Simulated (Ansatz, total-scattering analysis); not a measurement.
**hydrogen peroxide: S(Q) and G(r) from molecular dynamics**

The model: ab initio molecular dynamics with Ansatz (LDA, plane waves, PAW default files, Langevin thermostat, no spin, fixed volume, H with the mass of D). The average runs over 0.93 ps of 88 atoms, so shells between rare elements are rough. Mean temperature 318 K, largest m.s.d. 1.03 Å², energy drift -7 meV an atom (last third less first, no steady trend), Langevin friction 10 ps⁻¹; the first quarter of the run is discarded. Start: last frame of a classical run of this cell at the same density and temperature. So short a stretch relaxes bonds and nearest shells but still remembers its start. The density is set to 1.440 g/cm³. Composition: 22 H2O2; O 50.0, H 50.0 atom %. Production: 133 frames 0.007 ps apart at 310 K, fixed volume (mean pressure -1.0 GPa).

The totals are in Faber–Ziman form. Below 4 Å⁻¹ the partials are summed on the cell's own reciprocal vectors (from 0.66 Å⁻¹) and folded with a Gaussian of σ = 0.14 Å⁻¹; above it they are transforms of g(r) out to 6.5 Å, tapered over the last 40 %. The fold lowers sharp peaks, and with so few vectors their positions are good to about 0.1 Å⁻¹. X-rays take neutral-atom form factors, neutrons coherent lengths (O 5.8037, H 6.6681 fm). Hydrogen is taken as deuterium. G(r) = 4πrρ₀[g(r) − 1] carries the resolution of a Lorch-windowed transform up to 20 Å⁻¹. The patterns are simulated, not measured. LDA overbinds hydrogen bonds, so O–O contacts come out short and the liquid too structured. The cell is small: beyond half the box only the part of each shell inside it is counted, and low-Q values rest on few vectors.

Q: What peaks of S(Q) and neighbour shells come out?

Density 1.440 g/cm³, ρ₀ = 0.1020 Å⁻³. Mean square displacements over the run: O 0.80, H 1.03 Å² (damped by the Langevin friction of 10 ps⁻¹); the sample is a liquid as far as so short a run tells.

Maxima of S(Q), Q in Å⁻¹ (height): X-ray: 2.01 (1.57), 5.44 (1.29), 10.20 (1.18), 14.36 (1.07), 18.34 (1.06), 22.93 (1.05); neutron: 1.89 (1.29), 7.77 (1.11), 13.84 (1.10).

```csv
Q (Å⁻¹),X-ray,neutron
0.80,-0.28,0.35
1.05,-0.23,0.41
1.30,0.19,0.82
1.55,0.65,1.16
1.80,1.29,1.29
2.05,1.56,1.25
2.30,1.35,1.10
2.55,1.33,1.06
2.80,1.09,0.92
3.05,0.56,0.79
3.30,0.45,0.83
3.55,0.51,0.88
3.80,0.54,0.88
4.05,0.71,0.90
4.30,0.93,0.89
4.55,1.09,0.87
4.80,1.18,0.85
5.05,1.24,0.86
5.30,1.28,0.89
5.55,1.29,0.94
5.80,1.23,0.98
6.05,1.13,1.00
6.30,1.02,1.01
6.55,0.92,1.01
6.80,0.85,1.02
7.05,0.84,1.05
7.30,0.87,1.09
7.55,0.91,1.11
7.80,0.93,1.11
8.05,0.94,1.11
8.30,0.94,1.10
8.55,0.95,1.08
8.80,0.98,1.05
9.05,1.00,1.01
9.30,1.02,0.97
9.55,1.07,0.96
9.80,1.13,0.97
10.05,1.17,0.98
10.30,1.18,0.98
10.55,1.13,0.97
10.80,1.05,0.95
11.05,0.96,0.93
11.30,0.90,0.91
11.55,0.86,0.90
11.80,0.85,0.91
```

Maxima of G(r), r in Å (Å⁻²): X-ray: 1.43 (3.28), 2.62 (0.89), 3.21 (1.08), 4.52 (0.25); neutron: 1.01 (2.22), 1.48 (0.13), 1.91 (0.03), 2.52 (-0.14), 3.70 (0.39), 4.52 (0.26).

```csv
pair,first peak (Å),g there,first minimum (Å),g there,neighbours,kind,X-ray weight (f = Z),neutron weight
O–H,1.01,14.5,1.26,0.09,"1.0 H per O, 1.0 O per H",within molecules,0.20,0.50
O–O,1.43,7.7,1.82,0.00,1.0,within molecules,0.79,0.22
H–H,2.36,1.9,2.84,0.86,4.4,31 % within molecules at the peak,0.01,0.29
```

Distances within molecules give the sharpest pair functions, and with hydrogen they rule the neutron S(Q) at high Q: O–H 1.01 Å and O–O 1.43 Å (first peaks only). On the last frame 100 % of the H on O, N or F point at an acceptor of another molecule or at an anion within hydrogen-bond range (2.35 Å to O, N, F; 2.85 Å to Cl, Br, I).

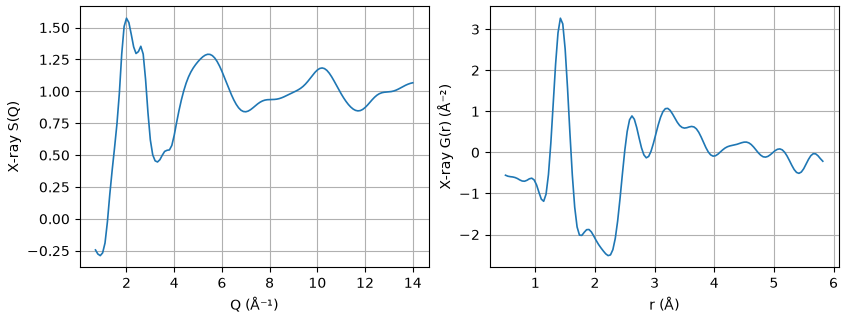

S(Q) and G(r).

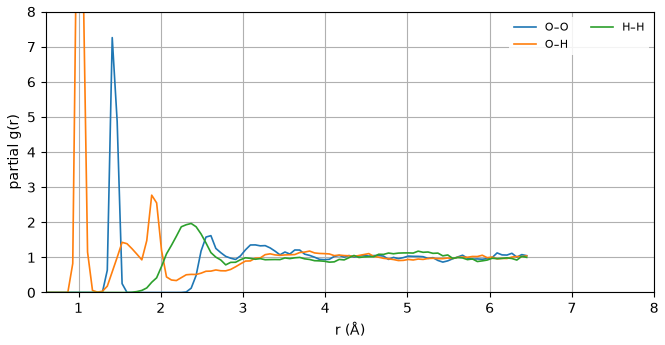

The partial pair functions with most weight.

[Logs are printed without paths, hosts, clocks, repeated set-up lines and the standing remarks that a program may print on its own settings, such as how far it seeks lower states.]
